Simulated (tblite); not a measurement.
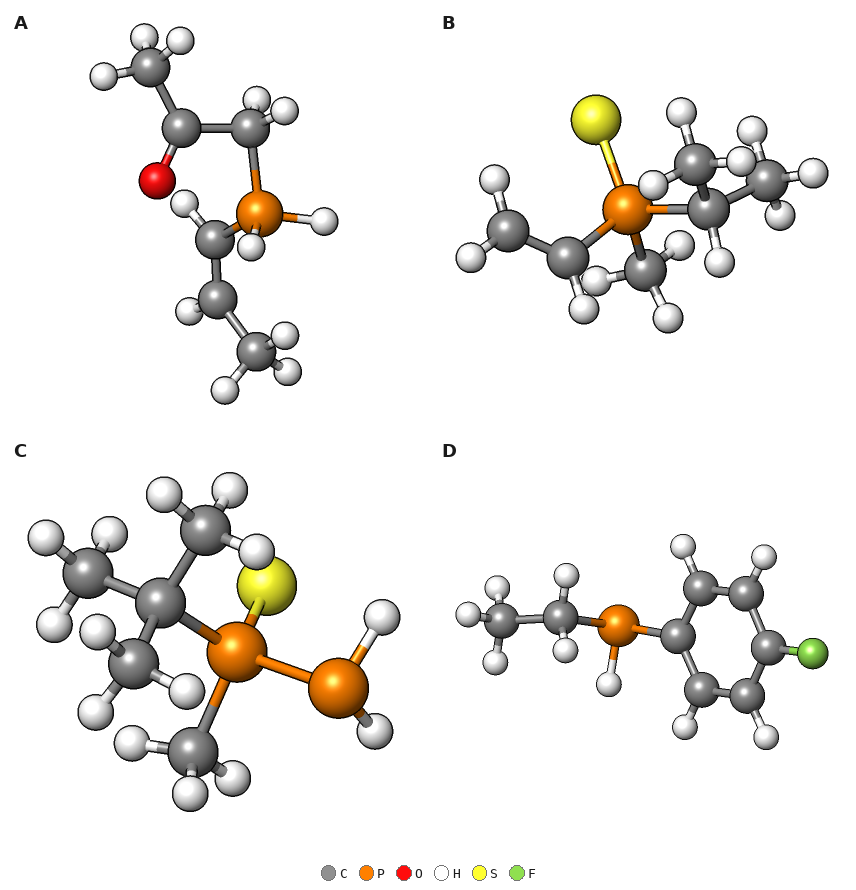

Source: calculation with tblite.

Q: Match each picture to its SMILES.
(1) CC(C)(C)[P@](C)(P)=S
(2) CCPc1ccc(F)cc1
(3) C=C[P@@](C)(=S)C(C)C
(4) C/C=C\[PH2+]CC(C)=O

A: A is (4), B is (3), C is (1), D is (2).
